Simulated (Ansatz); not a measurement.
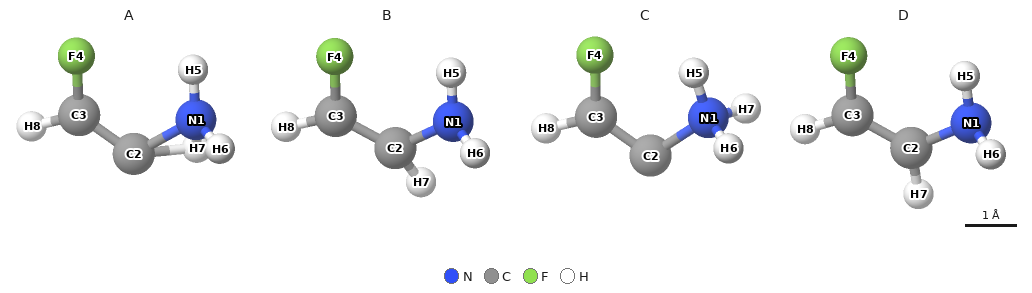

4 geometries from a converged minimum-energy path of C₂H₄FN, shuffled. Style: ball-and-stick. Shown from a free direction.

Theory: RKS PBE0-D4/6-31G* (Ansatz 0.2.0). Run with 5 movable images; climbing image; force threshold 0.05 eV/Å; iteration limit 60; starting path through a guess of the saddle point.

Q: Which frame is the transition state?

A: A. In order along the path, whose images run from 0 to 6: D (image 1, +0.07 eV), B (image 2, +0.80 eV), A (image 4, +3.80 eV), C (image 6, +2.64 eV). A hydrogen atom shifts from one atom to another. Breaking: C2–H7 (1.09 → 1.33 at the top → 2.11 Å). Forming: N1–H7 (2.11 → 1.19 at the top → 1.02 Å).

Cost: 2.5 min on 1 thread of Intel(R) Xeon(R) Platinum 8259CL CPU @ 2.50GHz (Skylake/Cascade Lake) (shared host), peak memory 0.14 GiB.
